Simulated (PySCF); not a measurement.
```xyz
2

H     0.0000    0.0000   -0.9002
F     0.0000    0.0000    0.0478
```

Computed with PBE0/aug-cc-pVDZ-DK/X2C, spin-free X2C-1e, Gaussian nucleus, at a bond length of 0.948 Å in PySCF.

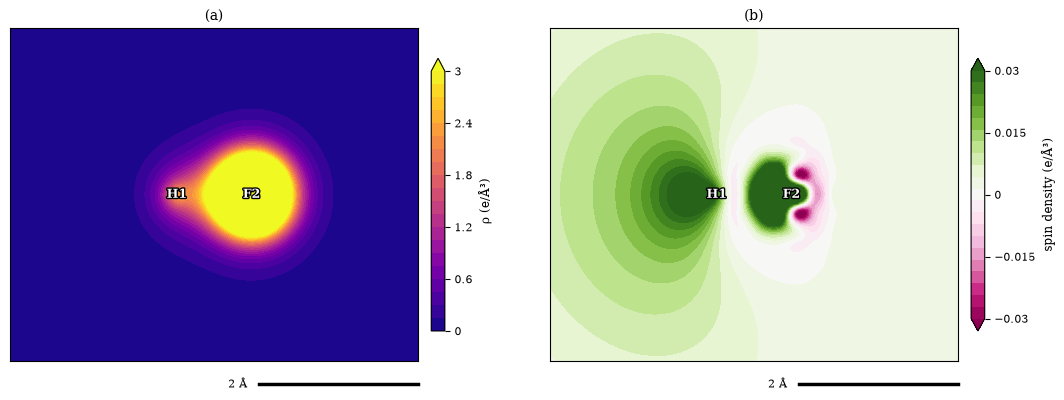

HF (charge −1, doublet). (a) electron density; (b) spin density (α minus β) on a plane that holds the molecular axis.

What do the fields say about this system?

Answer.
- The section cuts through H and F sites.
- F–H (0.95 Å): the density is about 4.4 e/Å³ at the midpoint.
- The unpaired spin (1 electron) lies mostly on H1 (about 0.9) and F2 (about 0.1), in electrons by Hirshfeld's partition.
